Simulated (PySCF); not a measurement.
**V²⁺: dipole response in aug-cc-pVDZ**

How polarisable is V²⁺ at the levels listed below?

Method: unrestricted determinants in a Gaussian basis, no spin-orbit coupling in the energies. Code: PySCF 2.14.0.

## Step 1: The atom as given

| Item | Value |
| --- | --- |
| Element | vanadium (Z = 23) |
| Basis | aug-cc-pVDZ (7s6p4d2f, 59 functions) |
| Hamiltonian | no relativity, point nucleus |
| State 1 | V²⁺: [Ar] 3d3, high-spin 4F determinant |
| Methods | UHF, PBE, PBE0, MN15 |

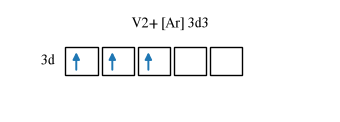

Occupation of the outer shells (arrows by Hund's rule).

One driver process ran all states and methods and kept the integrals in memory. Each run is shown as a PySCF script that sums up its settings (the driver passes frozen orbitals as a list and adds second-order terms of double hybrids); the logs are those of the runs themselves. The driver starts from symmetry-adapted Hartree-Fock orbitals, holds the occupation by maximum overlap and uses a logarithmic radial grid for functionals, so a plain start would take other cycles.

The integrals over 59 functions and the set-up took 1.8 s of CPU time.

## Step 2: V²⁺: the ladder of methods

Level: UHF.

File input.py:

```python
from pyscf import gto, scf, dft, mp, cc
import basis_set_exchange as bse
mol = gto.M(atom="V 0 0 0", charge=2, spin=3, symmetry="D2h",
            basis=gto.basis.parse(bse.get_basis("aug-cc-pVDZ", elements=["V"], fmt="nwchem")))
mf = scf.UHF(mol)
mf.irrep_nelec = {'Ag': (3, 3), 'B1g': (1, 0), 'B2g': (1, 0), 'B3g': (1, 0), 'B1u': (2, 2), 'B2u': (2, 2), 'B3u': (2, 2)}
mf.kernel()
```

Output:

```text
damping factor = 0
level_shift factor = 0
DIIS = <class 'pyscf.scf.diis.CDIIS'>
diis_start_cycle = 1
diis_space = 10
diis_damp = 0
SCF conv_tol = 1e-09
SCF conv_tol_grad = None
number electrons alpha = 12  beta = 9
cycle= 1 E= -942.183552008125  delta_E= -0.00548  |g|= 0.0215  |ddm|= 0.0533
cycle= 2 E= -942.183682718858  delta_E= -0.000131  |g|= 0.00339  |ddm|= 0.0084
cycle= 3 E= -942.183686133336  delta_E= -3.41e-06  |g|= 8.1e-05  |ddm|= 0.00363
cycle= 4 E= -942.18368613832  delta_E= -4.98e-09  |g|= 2.08e-05  |ddm|= 0.000175
cycle= 5 E= -942.183686138529  delta_E= -2.08e-10  |g|= 2.78e-06  |ddm|= 0.000166
converged SCF energy = -942.183686138529  <S^2> = 3.7523365  2S+1 = 4.0011681
```

CPU time 6.4 s on a shared host, the integrals not counted.

The occupied shells:

| shell | electrons | mean orbital energy (eV) | spread (eV) | rms radius (bohr) |
| --- | --- | --- | --- | --- |
| 1s α | 1 | -5499.9 | 0 | 0.0776 |
| 1s β | 1 | -5499.9 | 0 | 0.0776 |
| 2s α | 1 | -666.94 | 0 | 0.335 |
| 2s β | 1 | -665.19 | 0 | 0.335 |
| 2p α | 3 | -562.22 | 0 | 0.304 |
| 2p β | 3 | -560.47 | 0 | 0.304 |
| 3s α | 1 | -105.82 | 0 | 1.03 |
| 3s β | 1 | -99.961 | 0 | 1.03 |
| 3p α | 3 | -75.006 | 0 | 1.11 |
| 3p β | 3 | -67.811 | 0 | 1.11 |
| 3d α | 3 | -30.546 | 0 | 1.43 |

⟨S²⟩ = 3.752, ⟨L²⟩ = 12.03.

The driver then solved the coupled dipole response at imaginary frequencies: mean α = 3.726 bohr³, C₆ = 10.74 au for a like pair.

Level: PBE.

input.py differs from the last one in:

```diff
@@ -4,3 +4,3 @@
             basis=gto.basis.parse(bse.get_basis("aug-cc-pVDZ", elements=["V"], fmt="nwchem")))
-mf = scf.UHF(mol)
+mf = dft.UKS(mol, xc="PBE")
 mf.irrep_nelec = {'Ag': (3, 3), 'B1g': (1, 0), 'B2g': (1, 0), 'B3g': (1, 0), 'B1u': (2, 2), 'B2u': (2, 2), 'B3u': (2, 2)}
```

Output:

```text
damping factor = 0
level_shift factor = 0
DIIS = <class 'pyscf.scf.diis.CDIIS'>
diis_start_cycle = 1
diis_space = 10
diis_damp = 0
SCF conv_tol = 1e-09
SCF conv_tol_grad = None
number electrons alpha = 12  beta = 9
XC functionals = PBE
    J. P. Perdew, K. Burke, and M. Ernzerhof.,  Phys. Rev. Lett. 77, 3865 (1996)
    J. P. Perdew, K. Burke, and M. Ernzerhof.,  Phys. Rev. Lett. 78, 1396 (1997)
    J. P. Perdew, K. Burke, and M. Ernzerhof.,  Phys. Rev. Lett. 77, 3865 (1996)
    J. P. Perdew, K. Burke, and M. Ernzerhof.,  Phys. Rev. Lett. 78, 1396 (1997)
cycle= 1 E= -942.864871452348  delta_E= -0.00285  |g|= 0.02  |ddm|= 1.64
cycle= 2 E= -942.864944521419  delta_E= -7.31e-05  |g|= 0.015  |ddm|= 0.176
cycle= 3 E= -942.865042286438  delta_E= -9.78e-05  |g|= 5.64e-05  |ddm|= 0.083
cycle= 4 E= -942.865042287689  delta_E= -1.25e-09  |g|= 9.51e-07  |ddm|= 0.000363
cycle= 5 E= -942.86504228769  delta_E= -1.02e-12  |g|= 3.71e-08  |ddm|= 2.71e-06
converged SCF energy = -942.86504228769  <S^2> = 3.7503414  2S+1 = 4.0001707
```

It used 17 s of CPU time after the integrals (shared host).

The driver then solved the coupled dipole response at imaginary frequencies: mean α = 4.592 bohr³, C₆ = 13.03 au for a like pair.

Level: PBE0.

input.py differs from the last one in:

```diff
@@ -4,3 +4,3 @@
             basis=gto.basis.parse(bse.get_basis("aug-cc-pVDZ", elements=["V"], fmt="nwchem")))
-mf = dft.UKS(mol, xc="PBE")
+mf = dft.UKS(mol, xc="PBE0")
 mf.irrep_nelec = {'Ag': (3, 3), 'B1g': (1, 0), 'B2g': (1, 0), 'B3g': (1, 0), 'B1u': (2, 2), 'B2u': (2, 2), 'B3u': (2, 2)}
```

Output:

```text
damping factor = 0
level_shift factor = 0
DIIS = <class 'pyscf.scf.diis.CDIIS'>
diis_start_cycle = 1
diis_space = 10
diis_damp = 0
SCF conv_tol = 1e-09
SCF conv_tol_grad = None
number electrons alpha = 12  beta = 9
XC functionals = PBE0
    C. Adamo and V. Barone.,  J. Chem. Phys. 110, 6158 (1999)
    M. Ernzerhof and G. E. Scuseria.,  J. Chem. Phys. 110, 5029 (1999)
cycle= 1 E= -942.91722311659  delta_E= -0.00226  |g|= 0.00722  |ddm|= 1.08
cycle= 2 E= -942.917237705026  delta_E= -1.46e-05  |g|= 0.00292  |ddm|= 0.082
cycle= 3 E= -942.917241146187  delta_E= -3.44e-06  |g|= 0.000408  |ddm|= 0.0216
cycle= 4 E= -942.917241209329  delta_E= -6.31e-08  |g|= 2.99e-06  |ddm|= 0.0026
cycle= 5 E= -942.917241209335  delta_E= -6.48e-12  |g|= 3.83e-07  |ddm|= 7.91e-06
converged SCF energy = -942.917241209335  <S^2> = 3.7506597  2S+1 = 4.0003298
```

It used 20 s of CPU time after the integrals (shared host).

The driver then solved the coupled dipole response at imaginary frequencies: mean α = 4.252 bohr³, C₆ = 12.12 au for a like pair.

Level: MN15.

input.py differs from the last one in:

```diff
@@ -4,3 +4,3 @@
             basis=gto.basis.parse(bse.get_basis("aug-cc-pVDZ", elements=["V"], fmt="nwchem")))
-mf = dft.UKS(mol, xc="PBE0")
+mf = dft.UKS(mol, xc="MN15")
 mf.irrep_nelec = {'Ag': (3, 3), 'B1g': (1, 0), 'B2g': (1, 0), 'B3g': (1, 0), 'B1u': (2, 2), 'B2u': (2, 2), 'B3u': (2, 2)}
```

Output:

```text
damping factor = 0
level_shift factor = 0
DIIS = <class 'pyscf.scf.diis.CDIIS'>
diis_start_cycle = 1
diis_space = 10
diis_damp = 0
SCF conv_tol = 1e-09
SCF conv_tol_grad = None
number electrons alpha = 12  beta = 9
XC functionals = MN15
    H. S. Yu, X. He, S. L. Li, and D. G. Truhlar.,  Chem. Sci. 7, 5032-5051 (2016)
    H. S. Yu, X. He, S. L. Li, and D. G. Truhlar.,  Chem. Sci. 7, 5032-5051 (2016)
cycle= 1 E= -943.125465644753  delta_E= -0.00828  |g|= 0.00718  |ddm|= 3.44
cycle= 2 E= -943.125485812328  delta_E= -2.02e-05  |g|= 0.00167  |ddm|= 0.222
cycle= 3 E= -943.125486745129  delta_E= -9.33e-07  |g|= 0.000593  |ddm|= 0.0203
cycle= 4 E= -943.125486882655  delta_E= -1.38e-07  |g|= 1.37e-05  |ddm|= 0.00629
cycle= 5 E= -943.125486882854  delta_E= -1.98e-10  |g|= 2.01e-06  |ddm|= 0.000387
converged SCF energy = -943.125486882854  <S^2> = 3.7502411  2S+1 = 4.0001206
```

It used 57 s of CPU time after the integrals (shared host).

The driver then solved the coupled dipole response at imaginary frequencies: mean α = 4.279 bohr³, C₆ = 12.01 au for a like pair.

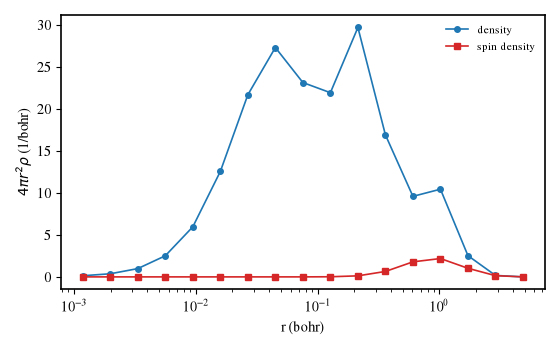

Radial density 4πr²ρ of V²⁺ at UHF, at 17 stored radii joined by straight lines.

## Step 3: Polarisabilities and C₆

V²⁺, in atomic units:

| method | mean α | C₆ (like pair) | S(−4) |
| --- | --- | --- | --- |
| UHF | 3.726 | 10.74 | 8.038 |
| PBE | 4.592 | 13.03 | 17.30 |
| PBE0 | 4.252 | 12.12 | 13.17 |
| MN15 | 4.279 | 12.01 | 13.68 |

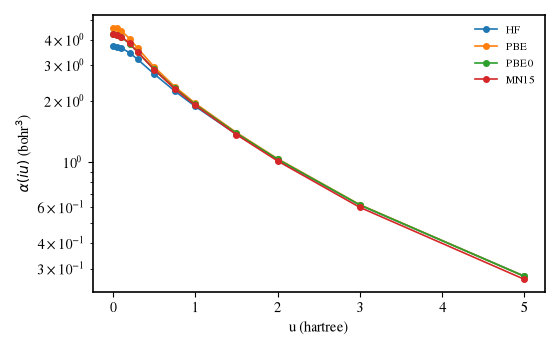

α(iu) of V²⁺, the polarisability at imaginary frequency, on a logarithmic scale.

## Step 4: What came out

```
quantity                             value
α of V²⁺  3.726 (UHF) to 4.592 (PBE) bohr³
```

In words: A single London oscillator with the computed α and C₆ of V²⁺ at UHF would have ω = 4 C₆ / (3 α²) = 1.03 hartree. The basis is finite, and no extrapolation was made.
